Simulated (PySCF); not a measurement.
System: BiPb (doublet).

```json
{"atom": "Bi", "x (Å)": "0.0000", "y (Å)": "0.0000", "z (Å)": "-1.3971"}
{"atom": "Pb", "x (Å)": "0.0000", "y (Å)": "0.0000", "z (Å)": "1.4039"}
```

⟨S²⟩ = 0.82, above the pure value of 0.75; core potentials replace the inner electrons of Bi and Pb.

Method: PBE0/def2-SVP, non-relativistic Hamiltonian with scalar-relativistic core potentials where named, at a bond length of 2.801 Å (PySCF 2.14.0).

Predict the electron density, electron localisation function and spin density between the atoms.

Bi–Pb (2.80 Å): the density is about 0.42 e/Å³ at the midpoint; the ELF is about 0.45 at the midpoint.
The unpaired spin (1 electron) lies mostly on Bi1 (about 1.0), in electrons by Hirshfeld's partition.

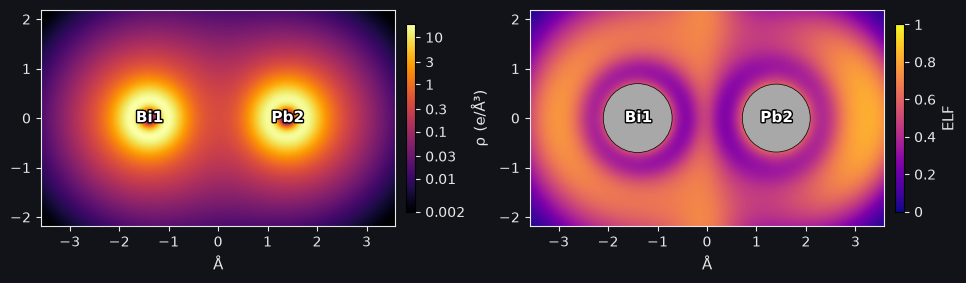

Computed electron density and electron localisation function on a plane that holds the molecular axis, in this order. Grey discs cover the atomic cores in the ELF map. 
